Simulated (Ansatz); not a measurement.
Formation energy of the bound charge states of C on the Al site (broken-bond start) in metastable zinc-blende AlN (start: the Al site; started 0.95 Å off site, one bond broken; 64-site cell, 2×2×2 shifted sampling) against the Fermi level, Al-rich (Δμ(Al) = 0.00 eV, Δμ(C) = -0.21 eV, bounded by Al4C3 (R-3m); only phases computed here count, gases as isolated molecules at 0 K). Method: PBE, PAW (plane waves to 420 eV; Ansatz, an electronic-structure program).

Set-up: 64-site cell; 2×2×2 shifted k-points; host gap 3.31 eV; charged states image-corrected; not converged in cell size; flagged in the runs: a doubtful potential alignment.

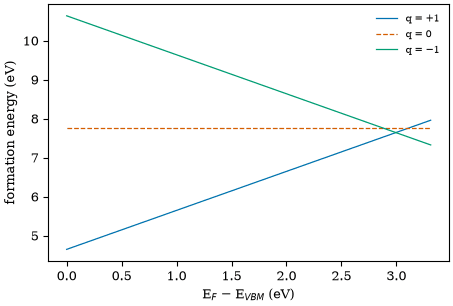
Fig. 1. Formation energy of each charge state against the Fermi level

Crossings of the lowest lines: (+1/−1) at 3.00 eV. At the valence-band maximum: q = +1: 4.65 eV; q = 0: 7.76 eV; q = −1: 10.64 eV.
